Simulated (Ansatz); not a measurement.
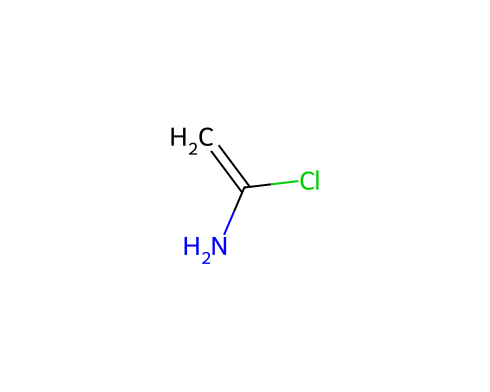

Computed geometry: PBE-D4/def2-SVP optimisation. No frequency run is at hand to confirm it as a minimum. Properties computed with RKS PBE-D4/def2-SVP (Ansatz 0.2.0).

Question: What is the dispersion correction?

Answer: −14.3 kJ/mol.

Question: Give the dipole moment at this level.

Answer: 2.24 D.
